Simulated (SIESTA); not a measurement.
Band structure of PW (Pnma, 8 atoms in the cell).

```
CELL_PARAMETERS angstrom
      5.74171     0.00000     0.00000
      0.00000     3.27062     0.00000
      0.00000     0.00000     6.20331
ATOMIC_POSITIONS crystal
  P  0.31438 0.75000 0.56784
  P  0.68562 0.25000 0.43216
  P  0.18562 0.25000 0.06784
  P  0.81438 0.75000 0.93216
  W  0.98629 0.75000 0.31278
  W  0.01371 0.25000 0.68722
  W  0.51371 0.25000 0.81278
  W  0.48629 0.75000 0.18722
```

Level of theory: GGA PBEsol, numerical atomic orbitals DZP, PseudoDojo PBEsol standard norm-conserving potentials (rewritten from UPF to PSML) (SIESTA 5.4.2).

Settings: XC.functional = GGA; XC.authors = PBEsol; potentials = PseudoDojo PBEsol standard; PAO.BasisSize = DZP; PAO.EnergyShift = 0.01 Ry; MeshCutoff = 350 Ry; kgrid.MonkhorstPack = 3 6 3; OccupationFunction = MP; OccupationMPOrder = 0; ElectronicTemperature = 0.136 eV; MaxSCFIterations = 150; SCF.Mixer.Method = Pulay; SCF.Mixer.Weight = 0.2; SCF.Mixer.History = 6.

The starting cell comes from a database of computed structures (which also holds hypothetical and non-ambient phases and stackings), without a prior relaxation at this level. Spin-orbit coupling is off. Spin polarisation is off. Values carry the incompleteness of an atom-centred basis.

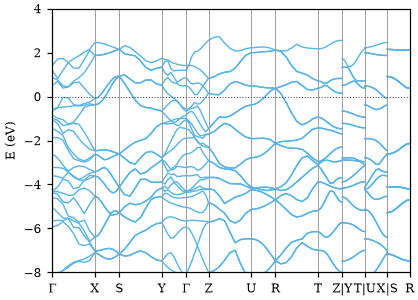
Figure. Bands along the path, energies from the Fermi level.

Levels in eV from the Fermi level, bands 35 to 40:
```csv
point,35,36,37,38,39,40
Γ,-1.06,-0.99,-0.84,-0.67,-0.57,0.50
X,-2.47,-2.47,-0.38,-0.38,-0.09,-0.09
S,-2.61,-2.61,0.91,0.91,0.91,0.91
Y,-1.22,-1.22,-0.66,-0.66,0.51,0.51
Z,-1.70,-1.70,-1.47,-1.47,0.15,0.15
U,-1.91,-1.91,-0.38,-0.38,0.48,0.48
R,-2.13,-2.13,0.37,0.37,0.37,0.37
T,-1.43,-1.43,-0.94,-0.94,0.38,0.38
```

Bands cross the Fermi level along this path, so the cell is metallic at this level.

Higher empty bands are left out: an atom-centred basis made for the valence describes them poorly.
